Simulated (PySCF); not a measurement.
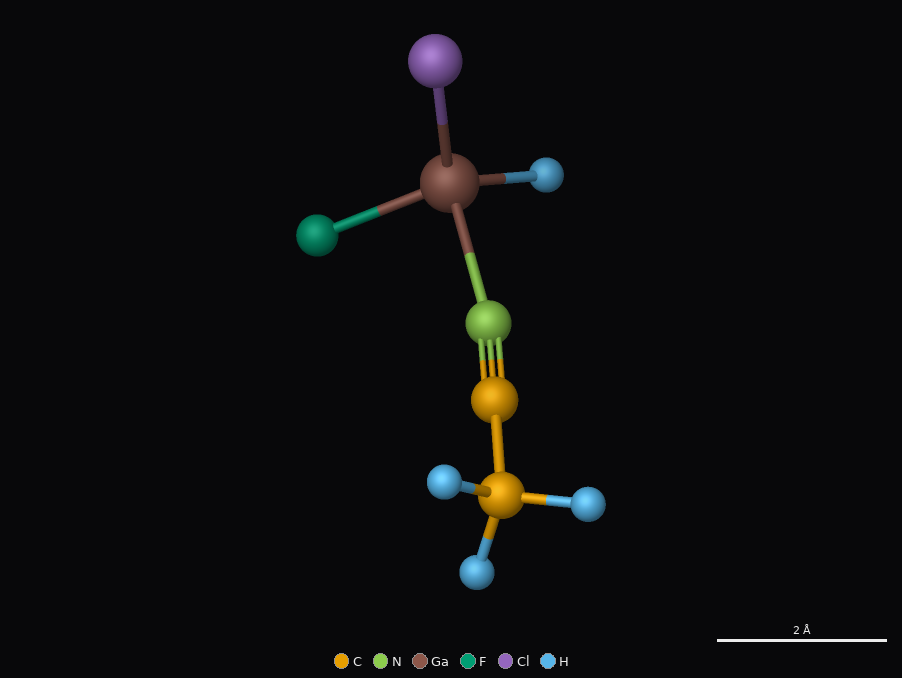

The picture shows a molecular structure as a ball-and-stick model. Double and triple bonds are drawn as two and three sticks.

Question: Give the formula.

Answer: C₂H₄ClFGaN, 10 atoms: 2 carbon, 4 hydrogen, 1 chlorine, 1 fluorine, 1 gallium and 1 nitrogen.

Question: Which point group does it belong to?

Answer: C1.

Question: What is its SMILES?

Answer: CC#[N+][Ga@@H-]([F])[Cl]

Question: How many sets of symmetry-equivalent atoms are there?

Answer: 10: 1 C, 1 C, 1 N, 1 Ga, 1 F, 1 Cl, 1 H, 1 H, 1 H, 1 H.

Question: Count the bonded pairs by element.

Answer: 3 C–H, 1 C–C, 1 C–N, 1 Ga–N, 1 F–Ga, 1 Cl–Ga, 1 Ga–H.

More results for the same structure follow; atom numbers are the same in all pictures, views and colours differ. The computed structure is the end point of a PBE0-D3(BJ)/def2-SVP optimisation. No frequency run is at hand to confirm it as a minimum.

## Polarisability

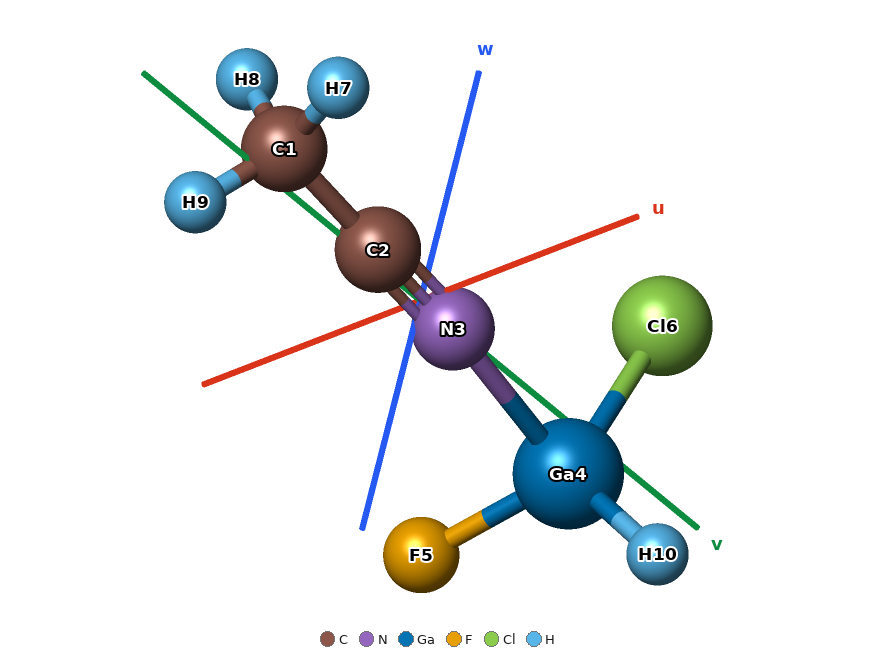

The lines u, v and w are the principal axes of the static dipole polarisability. No frequency run is at hand to confirm it as a minimum. Computed with LC-wPBE/def2-SVPD (PySCF 2.14.0).

Question: Along which axis is the molecule most polarisable, and along which least?

Answer: Most along v (nearly parallel to the C2–N3 bond), least along u.

Question: Give the three principal values.

Answer: u 57.4, v 84.4, w 67.0 bohr³; mean 69.6, anisotropy 23.7 bohr³.

## Levels of theory compared

No frequency run is at hand to confirm it as a minimum. Program: PySCF 2.14.0.

Compare lowest singlet excitation (eV), HOMO energy (eV) at these levels: B3LYP/def2-SVPD; BHandHLYP/def2-SVPD; CAM-B3LYP/def2-SVPD; LC-wPBE/def2-SVPD; PBE/def2-SVPD; PBE0/6-31G*; PBE0/def2-SVP; PBE0/def2-SVPD; PBE0/def2-TZVP; ωB97X-D/def2-SVPD.

```csv
level,lowest singlet excitation (eV),HOMO energy (eV)
B3LYP/def2-SVPD,5.74,−7.89
BHandHLYP/def2-SVPD,7.32,−9.40
CAM-B3LYP/def2-SVPD,6.95,−9.53
LC-wPBE/def2-SVPD,7.76,−10.96
PBE/def2-SVPD,4.61,−6.79
PBE0/6-31G*,6.12,−7.95
PBE0/def2-SVP,5.91,−7.82
PBE0/def2-SVPD,6.07,−8.17
PBE0/def2-TZVP,6.06,−8.04
ωB97X-D/def2-SVPD,7.01,−10.04
```

## Core levels

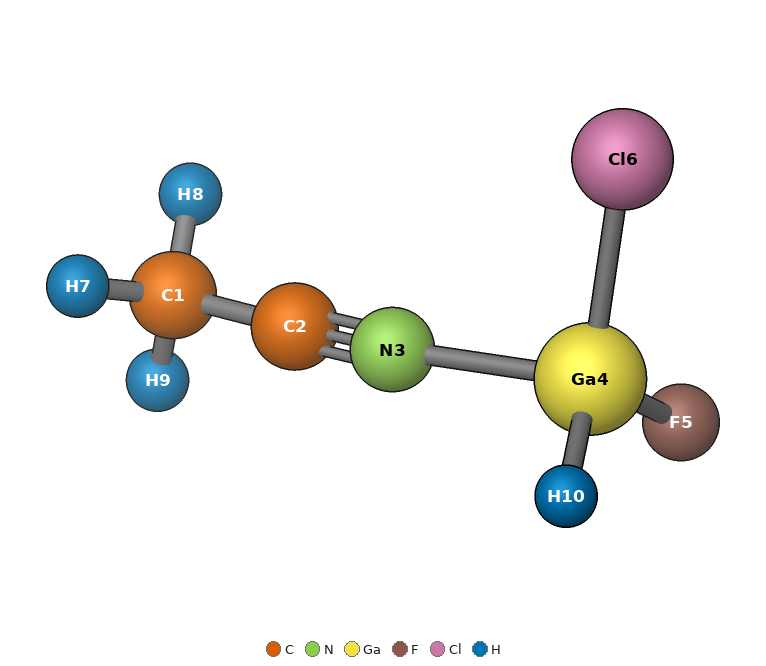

No frequency run is at hand to confirm it as a minimum. Level of theory: delta-SCF UKS PBE0, pcX-2 on the ionised atom, pcseg-1 elsewhere, spin-free X2C (PySCF 2.14.0).

Give the core-electron binding energies (to vacuum; p and d levels without spin–orbit splitting) of C1 1s, C2 1s, N3 1s, F5 1s, Cl6 1s, Cl6 2p.

```
atom  level  binding energy (eV)
  C1     1s                293.4
  C2     1s                294.0
  N3     1s                406.6
  F5     1s                689.0
 Cl6     1s               2824.2
 Cl6     2p                204.6
```
